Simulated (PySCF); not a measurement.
**N2H3 (hydrazinyl radical) at U-wB97X-V/STO-3G**

Aim: the vertical ionisation energy of N2H3 (hydrazinyl radical) at U-wB97X-V/STO-3G, from 2 runs. Input form: a Python script.

The calculation is run with PySCF 2.14.0.

7 further runs of the same task are left out: 7 set aside as unsound or not needed.

**1. The structure to begin with**

N2H3 has 5 atoms, charge 0, and is taken as a doublet. SMILES: `[NH]N`. The shape is that of a PBE0-D4/def2-TZVP optimisation. This is one conformer, not always the lowest.

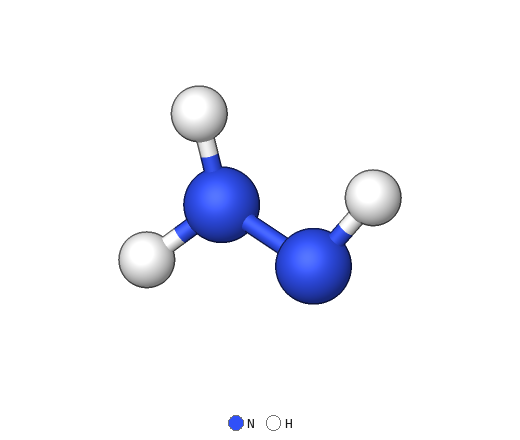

Viewed from a chosen angle; nitrogen blue, hydrogen white.

**2. The energy at U-wB97X-V/STO-3G**

input.py reads:

```python
from pyscf import gto, dft

mol = gto.M(
    atom='''
N   -0.187600  -0.818050   0.454040
N   -0.128660   0.235610  -0.368450
H    0.759840  -0.951450   0.811270
H   -1.030950   0.592300  -0.640030
H    0.587360   0.941580  -0.256830
''',
    max_memory=1860,
    spin=1,
    basis='sto-3g',
    verbose=3,
)

ks = dft.UKS(mol, xc='wb97x-v')
ks.conv_tol = 1e-10
ks.grids.level = 5
ks.nlcgrids.level = 1
ks.kernel()
if not ks.converged:
    ks = ks.newton().run(ks.mo_coeff, ks.mo_occ)

energy = ks.e_tot
print('Final energy', energy)
```

Command:

```bash
$ OMP_NUM_THREADS=1 python input.py
```

The program printed:

```text
WARN: HOMO -0.0658488321818245 >= LUMO -0.0658488321818231

converged SCF energy = -109.723736041793  <S^2> = 0.75128674  2S+1 = 2.0012863
Final energy -109.72373604179262
```

Run time: 17 s. Hardware: 1 thread of Arm Neoverse V1, shared host; peak memory 0.18 GiB.

**3. The singlet cation at the same level**

run.py reads:

```python
from pyscf import gto, dft

mol = gto.M(
    atom=[
    ('N', (-0.187600, -0.818050, 0.454040)),
    ('N', (-0.128660, 0.235610, -0.368450)),
    ('H', (0.759840, -0.951450, 0.811270)),
    ('H', (-1.030950, 0.592300, -0.640030)),
    ('H', (0.587360, 0.941580, -0.256830)),
],
    max_memory=1860,
    charge=1,
    verbose=3,
    basis='sto-3g',
    spin=0,
)

mf = dft.RKS(mol)
mf.xc = 'wb97x-v'
mf.grids.level = 5
mf.conv_tol = 1e-10
mf.nlcgrids.level = 1
mf.kernel()
if not mf.converged:
    mf = mf.newton().run(mf.mo_coeff, mf.mo_occ)

e_tot = mf.e_tot
print('Final energy', e_tot)
```

Command:

```bash
$ OMP_NUM_THREADS=1 python run.py
```

The program printed:

```text
converged SCF energy = -109.486158843052
Final energy -109.48615884305232
```

Wall time 15 s (1 thread of Arm Neoverse V1, shared host); peak memory 0.17 GiB.

**4. Results**

Level: U-wB97X-V/STO-3G.

| quantity | value |
| --- | --- |
| doublet N2H3: total energy | -109.72374 Eh |
| doublet N2H3: dipole moment | 2.43 D |
| doublet N2H3: HOMO energy (highest over α and β) | -4.96 eV |
| doublet N2H3: LUMO energy (lowest over α and β) | 5.68 eV |
| doublet N2H3: ⟨S²⟩ | 0.751 |
| singlet cation: total energy | -109.48616 Eh |
| singlet cation: HOMO energy | -19.20 eV |
| singlet cation: LUMO energy | -7.88 eV |
| singlet cation: HOMO–LUMO gap | 11.32 eV |
| vertical ionisation energy (to the singlet cation) | 6.465 eV |

What this shows: Removing an electron at fixed nuclei costs 6.46 eV (624 kJ/mol). Only the singlet of the ionised species was computed; a triplet could lie lower. In a minimal basis such a difference can be off by several eV, whatever the method.
